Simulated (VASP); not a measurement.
# ZnO (zincite): the band gap up a ladder of functionals, part 2 of 6

How far up the ladder of functionals must one climb to get the gap of ZnO (zincite) right? The start is a cell from a database of measured crystal structures.

VASP 6.6.1, plane waves and PAW; the level of theory is named at each step.

So far, least gap on mesh and path (eV): step 2 (bands, level LDA) 0.730.

### 3. Bands with PBE

This step: PBE; plane waves and PAW (Zn, O) (VASP 6.6.1).

PBE, the usual starting point, adds the gradient of the density.

Contents of INCAR:

```
SYSTEM = ZnO
PREC = Accurate
ENCUT = 520
EDIFF = 1E-06
NELM = 100
ISMEAR = 0
SIGMA = 0.02
LREAL = .FALSE.
ALGO = Normal
GGA = PE
NBANDS = 32
LORBIT = 11
LWAVE = .FALSE.
LCHARG = .FALSE.
KPAR = 8
```

Contents of POSCAR:

```
ZnO
1.0
    3.2493080000      0.0000000000      0.0000000000
   -1.6246540000      2.8139832727      0.0000000000
    0.0000000000      0.0000000000      5.2057090000
Zn O
2 2
Direct
    0.3333333333      0.6666666667      0.5000000000
    0.6666666667      0.3333333333      0.0000000000
    0.6666666667      0.3333333333      0.3790100000
    0.3333333333      0.6666666667      0.8790100000
```

Contents of KPOINTS:

```
Automatic mesh
0
Gamma
5 5 3
0 0 0
```

Contents of KPOINTS_OPT:

```
Line mode
16
Line-mode
Reciprocal
  0.00000000   0.00000000   0.00000000 GAMMA
  0.50000000   0.00000000   0.00000000 M

  0.50000000   0.00000000   0.00000000 M
  0.33333333   0.33333333   0.00000000 K

  0.33333333   0.33333333   0.00000000 K
  0.00000000   0.00000000   0.00000000 GAMMA

  0.00000000   0.00000000   0.00000000 GAMMA
  0.00000000   0.00000000   0.50000000 A

  0.00000000   0.00000000   0.50000000 A
  0.50000000   0.00000000   0.50000000 L

  0.50000000   0.00000000   0.50000000 L
  0.33333333   0.33333333   0.50000000 H

  0.33333333   0.33333333   0.50000000 H
  0.00000000   0.00000000   0.50000000 A

  0.50000000   0.00000000   0.50000000 L
  0.50000000   0.00000000   0.00000000 M

  0.33333333   0.33333333   0.00000000 K
  0.33333333   0.33333333   0.50000000 H
```

PAW data sets: Zn and O (PBE family, release 64).

Started as:

```console
$ mpirun -np 8 vasp_std
```

Numbers of over 12 decimals in the logs are rounded to 6 here.

The program printed:

```text
[banner, memory and clock lines left out]
running    8 mpi-ranks, on    1 nodes
 distrk:  each k-point on    1 cores,    8 groups
 distr:  one band on    1 cores,    1 groups

 POSCAR found type information on POSCAR ZnO
 POSCAR found :  2 types and       4 ions
 [... a notice as in an earlier step ...]

 LDA part: xc-table for (Slater+PW92), standard interpolation
 POSCAR, INCAR and KPOINTS ok, starting setup
 FFT: planning ... GRIDC
 FFT: planning ... GRID_SOFT
 FFT: planning ... GRID
 WAVECAR not read
 entering main loop
       N       E                     dE             d eps       ncg     rms          rms(c)
DAV:   1     0.312623093938E+03    0.31262E+03   -0.17401E+04   664   0.165E+03
DAV:   2     0.137797299085E+02   -0.29884E+03   -0.27191E+03   640   0.385E+02
DAV:   3    -0.204070699883E+02   -0.34187E+02   -0.33640E+02   776   0.121E+02
DAV:   4    -0.210605680711E+02   -0.65350E+00   -0.65292E+00   696   0.177E+01
DAV:   5    -0.210631420153E+02   -0.25739E-02   -0.25739E-02   760   0.116E+00    0.147E+01
DAV:   6    -0.176403879563E+02    0.34228E+01   -0.37918E+00   992   0.499E+01    0.898E+00
DAV:   7    -0.178504394069E+02   -0.21005E+00   -0.28635E+00   696   0.139E+01    0.535E+00
DAV:   8    -0.178460324861E+02    0.44069E-02   -0.34312E-01   840   0.484E+00    0.158E+00
DAV:   9    -0.178088116225E+02    0.37221E-01   -0.51536E-02   928   0.429E+00    0.294E-01
DAV:  10    -0.178100134966E+02   -0.12019E-02   -0.21856E-02   688   0.960E-01    0.983E-02
DAV:  11    -0.178101803777E+02   -0.16688E-03   -0.44903E-04   720   0.325E-01    0.388E-02
DAV:  12    -0.178102024122E+02   -0.22034E-04   -0.10606E-04   760   0.277E-01    0.197E-02
DAV:  13    -0.178102065139E+02   -0.41017E-05   -0.28278E-05   752   0.948E-02    0.127E-02
DAV:  14    -0.178102050430E+02    0.14709E-05   -0.10158E-05   752   0.239E-02    0.141E-03
DAV:  15    -0.178102048851E+02    0.15795E-06   -0.44731E-07   432   0.467E-03
   1 F= -.17810205E+02 E0= -.17810205E+02  d E =-.298425E-23
 Start KPOINTS_OPT (optional k-point list driver)
k-point batch [1-10\144]
       N       E                     dE             ncg
DAV:   1     0.175456106867E+04   -0.17366E+04      664
DAV:   2    -0.111370561661E+04   -0.28683E+04      640
DAV:   3    -0.144701371503E+04   -0.33331E+03      752
DAV:   4    -0.145362949343E+04   -0.66158E+01      728
DAV:   5    -0.145365205636E+04   -0.22563E-01      752
DAV:   6    -0.145365217484E+04   -0.11848E-03      720
DAV:   7    -0.145365217575E+04   -0.91196E-06      696
[...]
k-point batch [141-144\144]
       N       E                     dE             ncg
DAV:   1     0.971511030812E+04   -0.54587E+04      264
DAV:   2     0.857458682066E+04   -0.11405E+04      264
DAV:   3     0.844586379755E+04   -0.12872E+03      296
DAV:   4     0.844355104516E+04   -0.23128E+01      272
DAV:   5     0.844354345477E+04   -0.75904E-02      320
DAV:   6     0.844354341200E+04   -0.42776E-04      256
DAV:   7     0.844354341166E+04   -0.34184E-06      288
```

The job ended after 14 s (8 MPI ranks of Intel Xeon Platinum 8488C (Sapphire Rapids), shared host; peak memory 1.4 GiB; 1.8 min of CPU time).

From OUTCAR (step 3):

```text
 Found     10 irreducible k-points:

   NELECT =      36.0000    total number of electrons

 E-fermi :   1.3439

 k-point     1 :       0.0000    0.0000    0.0000
  band No.  band energies     occupation
    ...
     14       0.3963      2.00000
     15       0.3963      2.00000
     16       1.1371      2.00000
     17       1.2082      2.00000
     18       1.2082      2.00000
     19       1.9933      0.00000
     20       6.4117      0.00000
     21       9.4687      0.00000
     22      14.0494      0.00000
     23      14.0494      0.00000
    ...

 k-point     2 :       0.2000   -0.0000    0.0000
  band No.  band energies     occupation
    ...
     14      -0.8220      2.00000
     15      -0.1455      2.00000
     16      -0.0867      2.00000
     17       0.8638      2.00000
     18       0.9443      2.00000
     19       3.8657      0.00000
     20       7.7572      0.00000
     21       9.4277      0.00000
     22      11.5001      0.00000
     23      13.3486      0.00000
    ...

  Total        1.6185405      1.6185405      2.1247810      0.0000000      0.0000000      0.0000000
  in kB       54.4805979     54.4805978     71.5208192      0.0000000      0.0000000      0.0000000
  external PRESSURE =      60.1606716 kB  Pullay stress =       0.0000000 kB

 POSITION                                       TOTAL-FORCE (eV/Angst)
 -----------------------------------------------------------------------------------
     -0.00000      1.87599      2.60285        -0.000000      0.000000     -0.074915
      1.62465      0.93799      0.00000         0.000000     -0.000000     -0.074915
      1.62465      0.93799      1.97302         0.000000      0.000000      0.074915
     -0.00000      1.87599      4.57587         0.000000      0.000000      0.074915
 -----------------------------------------------------------------------------------
    total drift:                               -0.000000     -0.000000     -0.000192

  FREE ENERGIE OF THE ION-ELECTRON SYSTEM (eV)
  ---------------------------------------------------
  free  energy   TOTEN  =       -17.8102048851 eV

  energy  without entropy=      -17.8102048851  energy(sigma->0) =      -17.81020489

 total charge
# of ion       s       p       d       tot
------------------------------------------
    1        0.457   0.488   9.905  10.850
    2        0.457   0.488   9.905  10.850
    3        1.549   3.461   0.000   5.009
    4        1.549   3.461   0.000   5.009
--------------------------------------------------
tot          4.011   7.898  19.809  31.718

[... 9 parts as in an earlier step ...]

[... 5 further parts left out ...]
```

At this level the cell is under a pressure of 6.0 GPa, so at these settings it is away from equilibrium.

This step gave:

```yaml
scf_cycles: 15
free_energy_toten: -17.81 eV
fermi_energy: 1.344 eV
pressure: 6.016 GPa
least_gap_on_mesh_and_path: 0.7851 eV
least_direct_gap_on_mesh_and_path: 0.7851 eV
```

The electronic bands at the labelled points (eV, zero at the valence-band top; v1 is the highest filled band, c1 the lowest empty one):

```
    point     v4     v3     v2     v1    c1    c2     c3
        Γ  -0.81  -0.07   0.00   0.00  0.79  5.20   8.26
        M  -2.83  -2.28  -1.28  -0.83  5.77  6.86   7.62
        K  -3.51  -1.91  -1.91  -1.71  7.68  7.68   7.68
        Γ  -0.81  -0.07   0.00   0.00  0.79  5.20   8.26
        A  -0.40  -0.40  -0.40  -0.40  3.46  3.46  10.11
        L  -1.51  -1.51  -1.35  -1.35  5.71  5.71   8.42
        H  -2.68  -2.68  -1.23  -1.23  8.00  8.00   8.01
        A  -0.40  -0.40  -0.40  -0.40  3.46  3.46  10.11
jump to L  -1.51  -1.51  -1.35  -1.35  5.71  5.71   8.42
        M  -2.83  -2.28  -1.28  -0.83  5.77  6.86   7.62
jump to K  -3.51  -1.91  -1.91  -1.71  7.68  7.68   7.68
        H  -2.68  -2.68  -1.23  -1.23  8.00  8.00   8.01
```

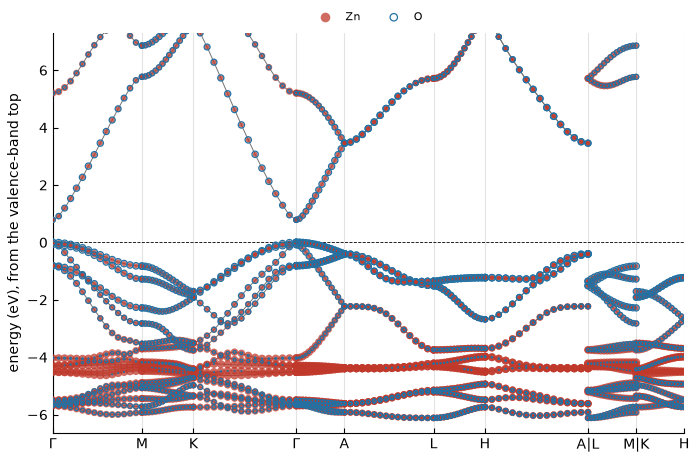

Electronic bands along the path; dots are coloured as in the legend, and their area grows with the weight.

Force by atom:

```
atom  x (eV/Å)  y (eV/Å)  z (eV/Å)    size
 Zn1    0.0000    0.0000   -0.0749  0.0749
 Zn2    0.0000    0.0000   -0.0749  0.0749
  O3    0.0000    0.0000    0.0749  0.0749
  O4    0.0000    0.0000    0.0749  0.0749
```

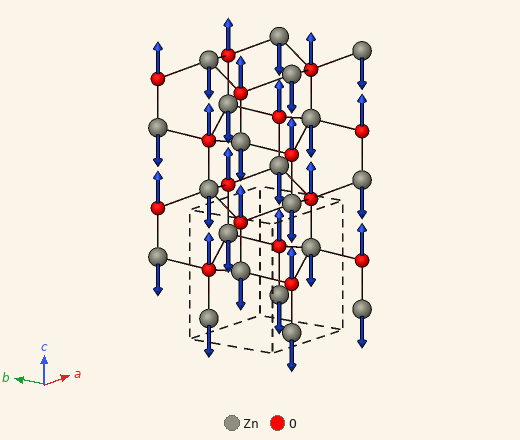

Force as arrows, the longest 0.0749 eV/Å. 2×2×2 cells are drawn. Some periodic images of atoms are drawn too.

The gap is 0.79 eV, direct at Γ. Against LDA that is +0.06 eV; this run took 1.3 times the core time. The gap lies -2.59 eV from the measured 3.38 eV.

### 4. Bands with r2SCAN

This step: r2SCAN; plane waves and PAW (Zn, O) (VASP 6.6.1).

r2SCAN adds the kinetic-energy density, costs more than a GGA and is run with LASPH.

Changes to INCAR since step 3:

```diff
@@ -9,3 +9,4 @@
 ALGO = Normal
-GGA = PE
+METAGGA = R2SCAN
+LASPH = .TRUE.
 NBANDS = 32
```

POSCAR is that of step 3.

KPOINTS is that of step 3.

KPOINTS_OPT is that of step 3.

Started as:

```console
$ mpirun -np 8 vasp_std
```

The program printed:

```text
[banner, memory and clock lines left out]
running    8 mpi-ranks, on    1 nodes
[...]
[... a notice as in an earlier step ...]

 [... a notice as in an earlier step ...]

 LDA part: xc-table for (None), standard interpolation
 POSCAR, INCAR and KPOINTS ok, starting setup
[...]
entering main loop
       N       E                     dE             d eps       ncg     rms          rms(c)
DAV:   1     0.293017549378E+03    0.29302E+03   -0.17812E+04   664   0.169E+03
DAV:   2    -0.106883644502E+02   -0.30371E+03   -0.27654E+03   640   0.392E+02
DAV:   3    -0.459057149030E+02   -0.35217E+02   -0.34627E+02   776   0.125E+02
DAV:   4    -0.465895524955E+02   -0.68384E+00   -0.68325E+00   712   0.185E+01
[...]
DAV:  14    -0.363114167027E+02    0.26378E-05   -0.86786E-06   832   0.259E-02    0.644E-03
DAV:  15    -0.363114156896E+02    0.10131E-05   -0.91244E-07   376   0.122E-02    0.403E-03
DAV:  16    -0.363114158417E+02   -0.15214E-06   -0.39781E-07   344   0.481E-03
   1 F= -.36311416E+02 E0= -.36311416E+02  d E =-.892393E-20
 Start KPOINTS_OPT (optional k-point list driver)
k-point batch [1-10\144]
       N       E                     dE             ncg
DAV:   1     0.164916011043E+04   -0.18420E+04      672
DAV:   2    -0.129105505501E+04   -0.29402E+04      640
DAV:   3    -0.163327021914E+04   -0.34222E+03      744
DAV:   4    -0.163988654037E+04   -0.66163E+01      712
DAV:   5    -0.163990690285E+04   -0.20362E-01      760
DAV:   6    -0.163990699829E+04   -0.95441E-04      712
DAV:   7    -0.163990699897E+04   -0.67602E-06      680
[...]
k-point batch [141-144\144]
       N       E                     dE             ncg
DAV:   1     0.967570306726E+04   -0.54982E+04      264
DAV:   2     0.850342731286E+04   -0.11723E+04      264
DAV:   3     0.837093881222E+04   -0.13249E+03      296
DAV:   4     0.836855996972E+04   -0.23788E+01      272
DAV:   5     0.836855288682E+04   -0.70829E-02      312
DAV:   6     0.836855285132E+04   -0.35496E-04      264
DAV:   7     0.836855285106E+04   -0.25590E-06      280
```

Run time: 38 s. Hardware: 8 MPI ranks; peak memory 1.4 GiB.

OUTCAR, selected parts (step 4):

```text
  Total       -0.2054183     -0.2054183      0.2953188      0.0000000      0.0000000      0.0000000
  in kB       -6.9144458     -6.9144458      9.9405282      0.0000000      0.0000000      0.0000000
  external PRESSURE =      -1.2961211 kB  Pullay stress =       0.0000000 kB

 POSITION                                       TOTAL-FORCE (eV/Angst)
 -----------------------------------------------------------------------------------
     -0.00000      1.87599      2.60285        -0.000000     -0.000000     -0.085651
      1.62465      0.93799      0.00000         0.000000      0.000000     -0.085651
      1.62465      0.93799      1.97302        -0.000000     -0.000000      0.085651
     -0.00000      1.87599      4.57587        -0.000000     -0.000000      0.085651
 -----------------------------------------------------------------------------------
    total drift:                                0.000000      0.000000     -0.087045

  FREE ENERGIE OF THE ION-ELECTRON SYSTEM (eV)
  ---------------------------------------------------
  free  energy   TOTEN  =       -36.3114158417 eV

  energy  without entropy=      -36.3114158417  energy(sigma->0) =      -36.31141584

[... 2 parts as in an earlier step ...]

[... 1 further part left out ...]
[key lines of the parts left out:]
E-fermi :   0.9695
```

The PAW data sets were made with PBE, which is usual practice but a small mismatch for other functionals.

Electronic bands along the path, in eV, zero at the valence-band top; v1 is the highest filled band, c1 the lowest empty one:

```
    point     v4     v3     v2     v1    c1    c2     c3
        Γ  -0.83  -0.07   0.00   0.00  1.23  5.83   8.86
        M  -2.85  -2.33  -1.29  -0.84  6.39  7.34   8.11
        K  -3.54  -1.94  -1.94  -1.72  8.12  8.40   8.40
        Γ  -0.83  -0.07   0.00   0.00  1.23  5.83   8.86
        A  -0.41  -0.41  -0.41  -0.41  3.93  3.93  10.85
        L  -1.54  -1.54  -1.38  -1.38  6.25  6.25   9.13
        H  -2.71  -2.71  -1.26  -1.26  8.49  8.49   8.71
        A  -0.41  -0.41  -0.41  -0.41  3.93  3.93  10.85
jump to L  -1.54  -1.54  -1.38  -1.38  6.25  6.25   9.13
        M  -2.85  -2.33  -1.29  -0.84  6.39  7.34   8.11
jump to K  -3.54  -1.94  -1.94  -1.72  8.12  8.40   8.40
        H  -2.71  -2.71  -1.26  -1.26  8.49  8.49   8.71
```

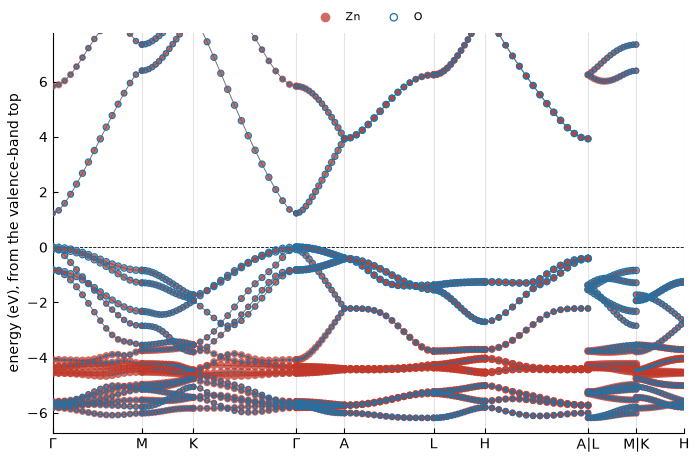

Electronic bands along the path; dots are coloured as in the legend, and their area grows with the weight.

The gap is 1.23 eV, direct at Γ. Against LDA that is +0.50 eV; this run took 3.5 times the core time. The gap lies -2.15 eV from the measured 3.38 eV.

### 5. Bands with TB-mBJ

This step: TB-mBJ; plane waves and PAW (Zn, O) (VASP 6.6.1).

TB-mBJ is a local potential fitted to gaps: it costs far less than a hybrid but gives no energy.

Changes to INCAR since step 4:

```diff
@@ -4,3 +4,3 @@
 EDIFF = 1E-06
-NELM = 100
+NELM = 150
 ISMEAR = 0
@@ -9,3 +9,3 @@
 ALGO = Normal
-METAGGA = R2SCAN
+METAGGA = MBJ
 LASPH = .TRUE.
```

POSCAR is that of step 4.

KPOINTS is that of step 4.

KPOINTS_OPT is that of step 4.

Started as:

```console
$ mpirun -np 8 vasp_std
```

The program printed:

```text
[... set-up lines as in an earlier step ...]
 entering main loop
       N       E                     dE             d eps       ncg     rms          rms(c)
DAV:   1     0.537120580360E+03    0.53712E+03   -0.17030E+04   648   0.161E+03
DAV:   2     0.241343717810E+03   -0.29578E+03   -0.26893E+03   640   0.372E+02
DAV:   3     0.205122926235E+03   -0.36221E+02   -0.35495E+02   792   0.123E+02
DAV:   4     0.204412308415E+03   -0.71062E+00   -0.70970E+00   664   0.179E+01
[...]
DAV:  44     0.212298879845E+03    0.17611E-04   -0.14990E-10   320   0.101E-04    0.175E-05
DAV:  45     0.212298883917E+03    0.40720E-05   -0.51050E-11   320   0.806E-05    0.150E-05
DAV:  46     0.212298884712E+03    0.79494E-06   -0.11778E-11   320   0.407E-05
   1 F= 0.21229888E+03 E0= 0.21229888E+03  d E =-.243409E-53
 Start KPOINTS_OPT (optional k-point list driver)
k-point batch [1-10\144]
       N       E                     dE             ncg
DAV:   1     0.242710069185E+04   -0.10640E+04      672
DAV:   2    -0.506306733501E+03   -0.29334E+04      640
DAV:   3    -0.838351282932E+03   -0.33204E+03      744
DAV:   4    -0.844621402891E+03   -0.62701E+01      744
DAV:   5    -0.844647898671E+03   -0.26496E-01      776
DAV:   6    -0.844648103996E+03   -0.20533E-03      728
DAV:   7    -0.844648106250E+03   -0.22540E-05      744
DAV:   8    -0.844648106303E+03   -0.52927E-07      504
[...]
k-point batch [141-144\144]
       N       E                     dE             ncg
DAV:   1     0.999809833724E+04   -0.51758E+04      264
DAV:   2     0.882484998445E+04   -0.11732E+04      256
DAV:   3     0.869479538006E+04   -0.13005E+03      288
DAV:   4     0.869236389369E+04   -0.24315E+01      280
DAV:   5     0.869235323493E+04   -0.10659E-01      320
DAV:   6     0.869235314718E+04   -0.87745E-04      264
DAV:   7     0.869235314625E+04   -0.93102E-06      304
```

Wall time 33 s (8 MPI ranks); peak memory 1.6 GiB.

OUTCAR, selected parts (step 5):

```text
  Total     -223.7869732   -223.7869732   -223.3991015      0.0000000      0.0000000      0.0000000
  in kB    -7532.7422276  -7532.7422275  -7519.6863406      0.0000000      0.0000000      0.0000000
  external PRESSURE =   -7528.3902653 kB  Pullay stress =       0.0000000 kB

 POSITION                                       TOTAL-FORCE (eV/Angst)
 -----------------------------------------------------------------------------------
     -0.00000      1.87599      2.60285        -0.000000      0.000000      0.123107
      1.62465      0.93799      0.00000         0.000000     -0.000000      0.123107
      1.62465      0.93799      1.97302        -0.000000      0.000000     -0.123107
     -0.00000      1.87599      4.57587        -0.000000      0.000000     -0.123107
 -----------------------------------------------------------------------------------
    total drift:                                0.000000      0.000000      1.335208

  FREE ENERGIE OF THE ION-ELECTRON SYSTEM (eV)
  ---------------------------------------------------
  free  energy   TOTEN  =       212.2988847118 eV

  energy  without entropy=      212.2988847118  energy(sigma->0) =      212.29888471

[... 2 parts as in an earlier step ...]

[... 1 further part left out ...]
[key lines of the parts left out:]
E-fermi :   2.8668
```

This functional is a potential without an energy, so its energies, forces and stress mean nothing and are not read.

Electronic bands along the path, in eV, zero at the valence-band top; v1 is the highest filled band, c1 the lowest empty one:

```
    point     v4     v3     v2     v1    c1    c2     c3
        Γ  -0.73  -0.08   0.00   0.00  2.58  7.23   9.97
        M  -2.40  -2.05  -1.05  -0.75  7.59  8.54   9.39
        K  -2.99  -1.62  -1.62  -1.44  9.48  9.57   9.57
        Γ  -0.73  -0.08   0.00   0.00  2.58  7.23   9.97
        A  -0.36  -0.36  -0.36  -0.36  5.04  5.04  12.13
        L  -1.35  -1.35  -1.21  -1.21  7.55  7.55  10.33
        H  -2.23  -2.23  -1.13  -1.13  9.67  9.67   9.91
        A  -0.36  -0.36  -0.36  -0.36  5.04  5.04  12.13
jump to L  -1.35  -1.35  -1.21  -1.21  7.55  7.55  10.33
        M  -2.40  -2.05  -1.05  -0.75  7.59  8.54   9.39
jump to K  -2.99  -1.62  -1.62  -1.44  9.48  9.57   9.57
        H  -2.23  -2.23  -1.13  -1.13  9.67  9.67   9.91
```

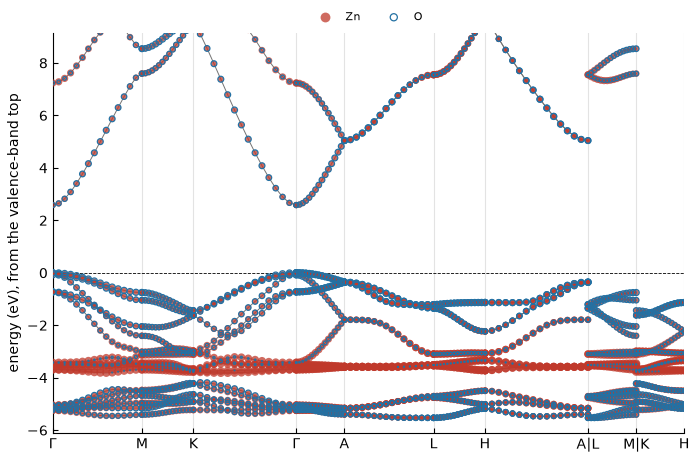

Electronic bands along the path; dots are coloured as in the legend, and their area grows with the weight.

The gap is 2.58 eV, direct at Γ. Against LDA that is +1.85 eV; this run took 3.0 times the core time. The gap lies -0.80 eV from the measured 3.38 eV.

(Continued in part 3 of 6.)

[Lines on the potential files, build, host, timing and source positions are cut from VASP's logs without a mark.]

[Logs are printed without paths, hosts, clocks, repeated set-up lines and the standing remarks that a program may print on its own settings, such as how far it seeks lower states.]

[Hosts, paths, dates, database ids (printed as entryN), source tags and the programs' standing remarks are cut or masked in the printed files.]

[Measured values are set beside computed ones only where the two were judged alike; some that the calculation misses by far are left out.]
